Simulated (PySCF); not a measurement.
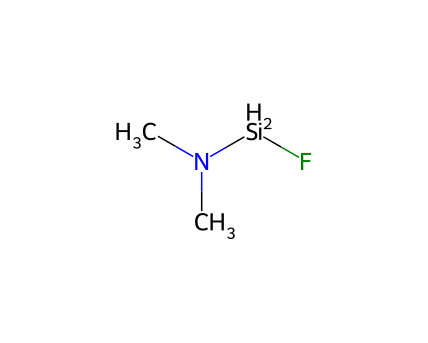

Structural formula above. The geometry was computed by an optimisation with PBE0-D3(BJ)/def2-SVP. No frequency run is at hand to confirm it as a minimum.

What does the molecule look like in three dimensions?

It has 13 atoms: 2 carbon, 8 hydrogen, 1 fluorine, 1 nitrogen and 1 silicon (C2H8FNSi). Its SMILES string is `CN(C)[SiH2]F`. It has no ring. Among its groups: Si–H bond, Si–N bond. Coordination: 2 C tetrahedral; 1 N trigonal planar; 1 Si tetrahedral.

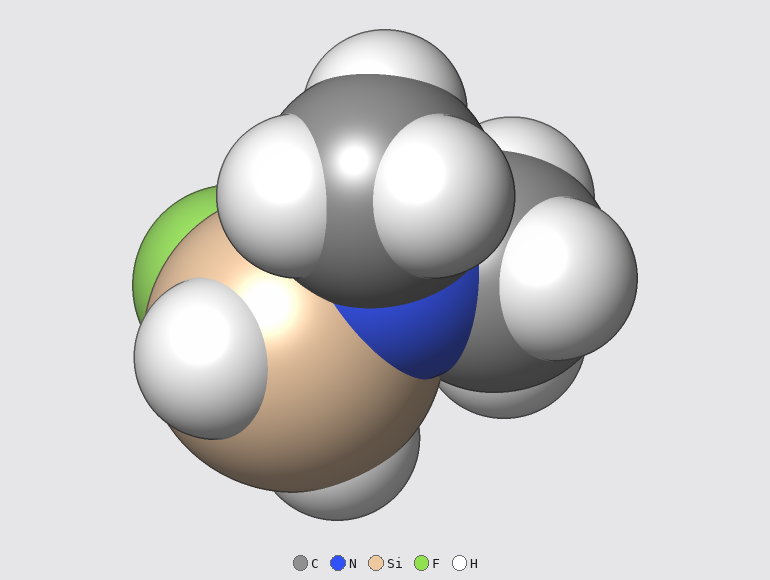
